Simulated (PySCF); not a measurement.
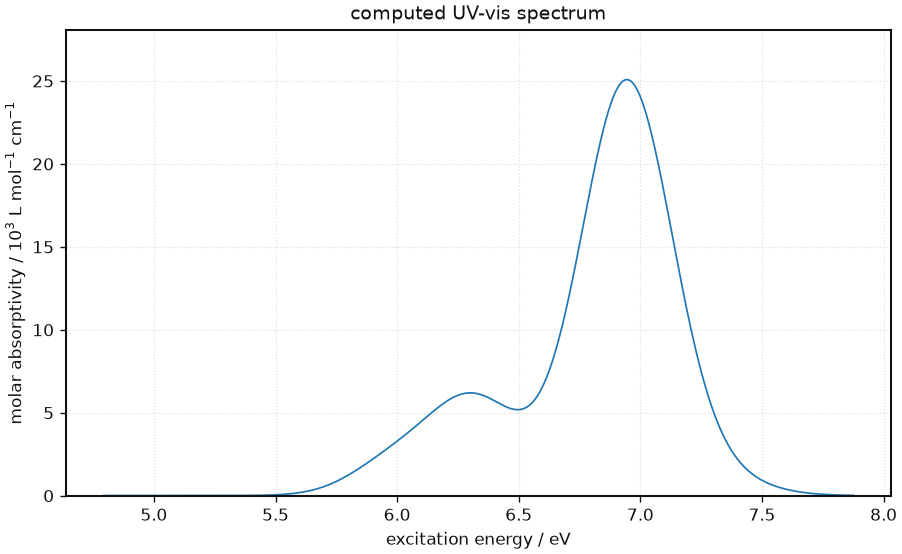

Vertical TDDFT excitations, CAM-B3LYP/def2-SVPD in PySCF, at a PBE0-D3(BJ)/def2-SVP geometry (no frequency check), gas phase. The lowest 10 singlet states are shown; each is broadened by a Gaussian of 1/e half-width 0.25 eV. States within 0.01 eV of each other are merged, with their strengths summed. The highest state may be half of a pair whose partner wasn't computed.

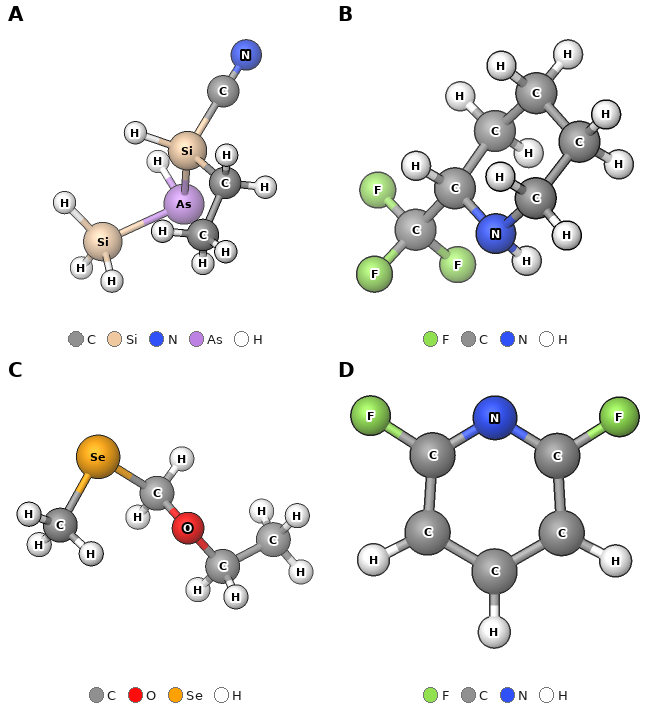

**Whose absorption spectrum is this? Choose among the lettered structures.**

Structure A, C₃H₁₀AsNSi₂, SMILES CC[Si@@H](C#N)[AsH][SiH3]. Its lowest singlet lies at 5.99 eV (f = 0.032) and the brightest of those computed is S6 at 6.95 eV (179 nm), f = 0.277, mainly HOMO−1 → LUMO (50 %).

Caveats: one conformer of a flexible molecule; core orbitals are frozen in the response.
